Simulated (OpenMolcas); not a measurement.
# One shape, several levels: B2NH2OF (SMILES OB1NB1F)

We compute a comparison of 6 runs (HF/STO-3G, B3LYP/6-31G*, M06-2X/def2-SVP, PBE/def2-SVP, TPSS/def2-SVP, r2SCAN/def2-SVP) of B2NH2OF. 

The calculation is run with OpenMolcas 26.06.

1 further run of the same task is left out (set aside as unsound or not needed).

### Step 1. The molecule

B2NH2OF has 7 atoms, charge 0, and is taken as a singlet. As SMILES, `OB1NB1F`. The coordinates come from a PBE0-D4/def2-TZVP relaxation. This is one conformer, not always the lowest.

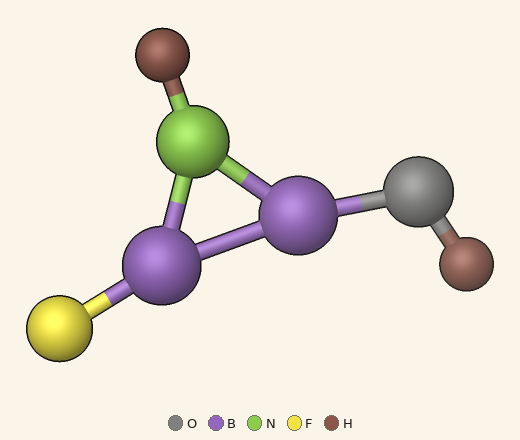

The structure, seen from a chosen angle (oxygen grey, boron purple, nitrogen green, fluorine yellow, hydrogen brown).

### Step 2. Energy and gradient at HF/STO-3G (run 1)

test.input

```
>>> EXPORT MOLCAS_PRINT=2

&GATEWAY
  BasLib
  $CurrDir
  BasisSet
  O.STO-3G....
  O1 -1.276700 0.176400 1.308100 angstrom
  End of Basis
  BasisSet
  B.STO-3G....
  B2 -0.379000 0.150200 0.304200 angstrom
  B4 0.587000 0.339700 -0.954100 angstrom
  End of Basis
  BasisSet
  N.STO-3G....
  N3 0.632200 -0.768200 -0.094800 angstrom
  End of Basis
  BasisSet
  F.STO-3G....
  F5 1.250000 0.724100 -2.025300 angstrom
  End of Basis
  BasisSet
  H.STO-3G....
  H6 -1.829400 0.960200 1.293400 angstrom
  H7 1.077200 -1.650400 0.122900 angstrom
  End of Basis

&SEWARD

&SCF
  Thresholds
  1e-10 1e-07 1e-07 1e-05
  PrOrbitals
  1

&ALASKA
```

The basis set STO-3G is read from a file made from the Basis Set Exchange's data (not shown).

On the command line:

```
export MOLCAS_MEM=1860
pymolcas test.input > test.log
```

Standard output:

```text
--- Start Module: gateway ---
[...]
--- Stop Module: gateway /rc=_RC_ALL_IS_WELL_ ---
[...]
      Basis functions           27
[...]
--- Start Module: scf ---
[...]
       Convergence after  12 Iterations
[...]
::    Total SCF energy                               -275.6380607823
[...]
      Total spin, S                                     0.0000000000
[...]
      Total electronic charge=   36.000000
      Total            charge=   -0.000000
[...]
      Dipole Moment (debye):
      Origin of the operator (angstrom)=    0.1878    0.1440   -0.3370
                   X= -4.9087E-01               Y=  2.2615E-01               Z=  3.7046E-01           Total=  6.5524E-01
      Quadrupole Moment (debye*angstrom):
[...]
 *              Molecular gradients               *
 **************************************************
  Irreducible representation: a
 ------------------------------------------------------------------------------------------
                              X                       Y                       Z
 ------------------------------------------------------------------------------------------
  O1               -1.93216784239096E-02    2.57981805337439E-02    8.67143793557901E-04
  B2               -2.95099186869576E-02    8.41098970822030E-03    2.67437552745028E-02
  B4                7.93082663271982E-03    1.24644358963564E-02   -1.94012850112015E-02
  N3                2.08211852232205E-02   -3.40347603685363E-02    4.24813884999953E-03
  F5                9.87349602801313E-03    2.24237501344948E-03   -1.30373252488258E-02
  H6                1.56174452195494E-02   -2.52825350002266E-02    2.97126894164677E-03
  H7               -5.41135599263809E-03    1.04013142170256E-02   -2.39169659969651E-03
 ------------------------------------------------------------------------------------------
[...]
```

Wall time 5.4 s (1 thread of AMD EPYC 7R43 (Zen 3), shared host); peak memory 0.37 GiB.

### Step 3. Energy and gradient at B3LYP/6-31G(d) (spherical functions) (run 2)

struct.xyz

```xyz
7

O     -1.276700     0.176400     1.308100
B     -0.379000     0.150200     0.304200
N      0.632200    -0.768200    -0.094800
B      0.587000     0.339700    -0.954100
F      1.250000     0.724100    -2.025300
H     -1.829400     0.960200     1.293400
H      1.077200    -1.650400     0.122900
```

run.input

```
* B2FH2NO Kohn-Sham DFT

&GATEWAY
  BasLib = $CurrDir
  Coord = struct.xyz
  Basis = 6-31Gs
  Group = NoSym

&SEWARD
  GridInput
  Grid=UltraFine
  End of Grid

&SCF
  KSDFT = B3LYP
  Thresholds = 1e-10 1e-07 1e-07 1e-05
  PrOrbitals = 0

&ALASKA
```

The basis set 6-31G* is read from a file made from the Basis Set Exchange's data (not shown).

On the command line:

```
export MOLCAS_MEM=1860
pymolcas run.input > run.log
```

Standard output:

```text
--- Start Module: gateway ---
[...]
--- Stop Module: gateway /rc=_RC_ALL_IS_WELL_ ---
[...]
      Basis functions           74
[...]
--- Start Module: scf ---
[...]
       Convergence after  16 Iterations
[...]
::    Total KS-DFT energy                            -280.8268971921
[...]
      Total spin, S                                     0.0000000000
[...]
      Total electronic charge=   36.000000
      Total            charge=   -0.000000
[...]
      Dipole Moment (debye):
      Origin of the operator (angstrom)=    0.1878    0.1440   -0.3370
                   X= -5.4357E-01               Y= -2.5696E-01               Z=  8.2834E-01           Total=  1.0235E+00
      Quadrupole Moment (debye*angstrom):
[...]
 *              Molecular gradients               *
 **************************************************
  Irreducible representation: a
 ------------------------------------------------------------------------------------------
                              X                       Y                       Z
 ------------------------------------------------------------------------------------------
  O1                2.94631540930901E-04    6.99040948174945E-03   -6.05001992578558E-03
  B2                5.26003495334937E-04   -3.75122633431779E-03    2.47574161439890E-03
  N3               -2.01265243976767E-03    4.40444329685441E-03   -1.29663251073486E-03
  B4                3.26629708825543E-03   -2.46533367127988E-03   -1.76123339768708E-03
  F5               -3.82258027345284E-03   -2.77336314206700E-03    6.67930156289387E-03
  H6                3.82493515208049E-03   -6.65435760602584E-03    1.09296051380098E-03
  H7               -2.07663456331697E-03    4.24942797516437E-03   -1.14011785697421E-03
 ------------------------------------------------------------------------------------------
[...]
```

It took 35 s on 1 thread of AMD EPYC 7R43 (Zen 3), shared host; peak memory 0.42 GiB.

Runs 3 to 5 aren't shown in full; the table further down has their settings and results.

### Step 4. Energy and forces at r2SCAN/def2-SVP (run 6)

mol.xyz

```xyz
7

O     -1.276700     0.176400     1.308100
B     -0.379000     0.150200     0.304200
N      0.632200    -0.768200    -0.094800
B      0.587000     0.339700    -0.954100
F      1.250000     0.724100    -2.025300
H     -1.829400     0.960200     1.293400
H      1.077200    -1.650400     0.122900
```

job.inp

```
&GATEWAY
BasLib = $CurrDir
Coord = mol.xyz
Basis = def2-SVP
Group = NoSym
&SEWARD
GridInput
Grid=UltraFine
End of Grid
&SCF
KSDFT = 2
1.0 MGGA_X_R2SCAN
1.0 MGGA_C_R2SCAN
Thresholds = 1e-10 1e-07 1e-07 1e-05
PrOrbitals = 1 1
&ALASKA
```

The basis set def2-SVP is read from a file made from the Basis Set Exchange's data (not shown).

On the command line:

```
export MOLCAS_MEM=1860
pymolcas job.inp > job.log
```

Standard output:

```text
--- Start Module: gateway ---
[...]
--- Stop Module: gateway /rc=_RC_ALL_IS_WELL_ ---
[...]
      Basis functions           80
[...]
--- Start Module: scf ---
[...]
       Convergence after  16 Iterations
[...]
::    Total KS-DFT energy                            -280.4865259091
[...]
      Total spin, S                                     0.0000000000
[...]
      Total electronic charge=   36.000000
      Total            charge=   -0.000000
[...]
      Dipole Moment (debye):
      Origin of the operator (angstrom)=    0.1878    0.1440   -0.3370
                   X= -5.3703E-01               Y= -4.6145E-01               Z=  9.8915E-01           Total=  1.2164E+00
      Quadrupole Moment (debye*angstrom):
[...]
 *              Molecular gradients               *
 **************************************************
  Irreducible representation: a
 ------------------------------------------------------------------------------------------
                              X                       Y                       Z
 ------------------------------------------------------------------------------------------
  O1               -1.30215361896457E-03    5.32213175545770E-03   -2.84922333774063E-03
  B2                5.63247312280479E-03   -3.71024792495955E-03   -3.38730774591700E-03
  N3               -1.40646798148403E-03    2.33981705837571E-03   -2.92820096054136E-04
  B4                1.09068690270853E-03   -4.53644478264037E-03    2.42356952404632E-03
  F5               -3.59854818741923E-03   -1.21669904779420E-03    5.14579055424669E-03
  H6                2.76340878417791E-03   -4.64970938861509E-03    6.52480267242350E-04
  H7               -3.17939902184605E-03    6.45115233026949E-03   -1.69248916578546E-03
 ------------------------------------------------------------------------------------------
[...]
```

Run time: 60 s. Hardware: 1 thread of AMD EPYC 7R43 (Zen 3), shared host; peak memory 0.44 GiB.

### Step 5. The series

| run | level | integration grid | energy (Eh) | dipole moment (D) | HOMO energy (eV) | LUMO energy (eV) | wall time |
| --- | --- | --- | --- | --- | --- | --- | --- |
| 1 | HF/STO-3G | – | -275.638061 | 0.66 | -7.70 | 9.05 | 5.4 s |
| 2 | B3LYP/6-31G* (spherical functions) | UltraFine | -280.826897 | 1.02 | -6.66 | 0.62 | 35 s |
| 3 | M06-2X/def2-SVP | UltraFine | -280.533381 | 1.20 | -8.34 | 1.57 | 47 s |
| 4 | PBE/def2-SVP | UltraFine | -280.316038 | 1.23 | -5.73 | -0.48 | 52 s |
| 5 | TPSS/def2-SVP | UltraFine | -280.662496 | 1.21 | -5.88 | -0.31 | 66 s |
| 6 | r2SCAN/def2-SVP | UltraFine | -280.486526 | 1.22 | -6.06 | -0.20 | 60 s |

### Step 6. Summary of results

| quantity | value |
| --- | --- |
| run 6: total energy | -280.48653 Eh |
| run 6: dipole moment | 1.22 D |
| run 6: HOMO energy | -6.06 eV |
| run 6: LUMO energy | -0.20 eV |
| run 6: HOMO–LUMO gap | 5.86 eV |
| run 6: largest force on an atom | 0.388 eV/Å |

The dipole moment (its size) runs from 0.66 D (HF/STO-3G) to 1.23 D (PBE/def2-SVP). The two ends differ in method and basis. The HOMO–LUMO gap runs from 5.25 eV (PBE/def2-SVP) to 16.76 eV (HF/STO-3G). Totals of different functionals can't be ranked against each other. In run 1 the basis is minimal, so the values are rough. All runs together took 4.4 min, the longest 66 s.
